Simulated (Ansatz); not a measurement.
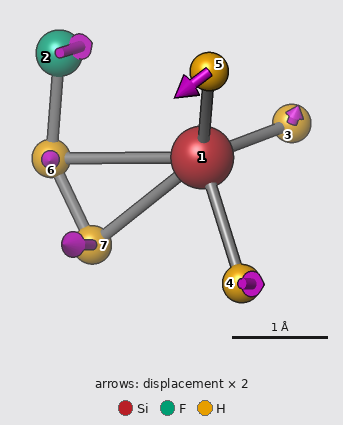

A saddle-point search of SiH5F. The starting structure is drawn; purple arrows show the displacements, 2 times their true length. The two geometries are superimposed by the best rigid fit.

A ball-and-stick model, seen at a tilt.

The reaction that was planned forms Si1–H7, F2–H6 and breaks Si1–F2, H6–H7 (atoms numbered from 1 in input order).

These are results of RKS PBE0-D4/def2-TZVP in Ansatz 0.2.0, not measurements. 

Q: What happened in the run?

A: H7 moves most after the best rigid fit: 0.35 Å. Largest moves by element: H 0.35 Å, F 0.33 Å, Si 0.04 Å. Some distances before and after: Si1–H6 1.833 → 1.789 Å, F2–H6 1.166 → 1.209 Å, H6–H7 1.009 → 0.971 Å, Si1–H7 1.714 → 1.696 Å. Bond angles that change, for instance: H5–Si1–H7 139.5° → 118.1°, H3–Si1–H7 100.8° → 118.0°, H3–Si1–H5 113.9° → 119.2°. The search converged after 21 steps with a largest force component of 0.0027 eV/Å and a curvature of −11.68 eV/Å² along the mode that it followed. The run took of the order of 90 core-seconds on a shared host.
